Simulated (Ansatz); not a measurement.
```xyz
25

C    -0.6443   -1.7967    2.8331
C    -1.5844   -0.8137    2.1717
O    -0.9013    0.2348    1.5142
Ga    0.1621   -0.0527    0.1242
O     1.1101    1.2816   -0.5581
C     1.0251    2.6010   -0.0576
C    -0.3379    3.2188   -0.2775
O     0.3006   -1.6800   -0.5674
C     1.0419   -1.9371   -1.7434
C     0.4546   -1.2578   -2.9607
H    -1.2052   -2.5577    3.3825
H    -0.0319   -2.3094    2.0850
H     0.0148   -1.2821    3.5363
H    -2.2451   -1.3451    1.4742
H    -2.2248   -0.3426    2.9256
H     1.2765    2.6300    1.0107
H     1.7901    3.1829   -0.5835
H    -0.3512    4.2564    0.0670
H    -1.1043    2.6719    0.2799
H    -0.5975    3.2065   -1.3388
H     1.0376   -3.0238   -1.8826
H     2.0891   -1.6320   -1.6184
H     1.0136   -1.5271   -3.8610
H    -0.5869   -1.5568   -3.1008
H     0.4987   -0.1695   -2.8545
```

Geometry: PBE0-D4/def2-TZVP.

Computed with RKS PBE0-D4/def2-TZVPP in Ansatz 0.2.0.

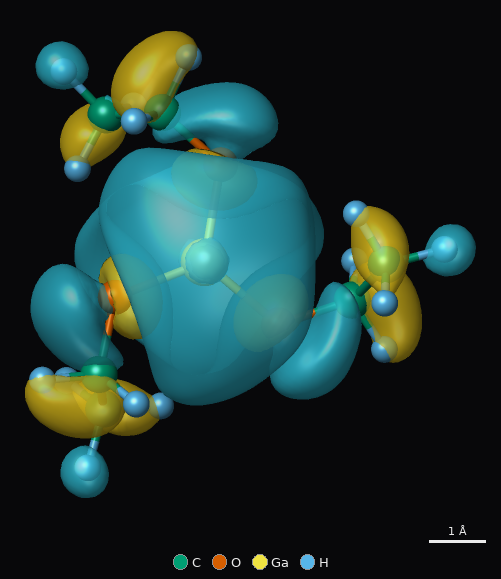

C$_{6}$H$_{15}$GaO$_{3}$ (SMILES CC[O][Ga]([O]CC)[O]CC). The LUMO at ±0.05 Å⁻³ᐟ² (yellow and cyan are the two phases), seen across its widest extent.

**Where does this orbital lie, and at what energy?**

By Hirshfeld shares it lies mainly on Ga4 (about 45 %), O5 (about 10 %), O3 (about 10 %) and O8 (about 10 %). Its energy is −0.41 eV.
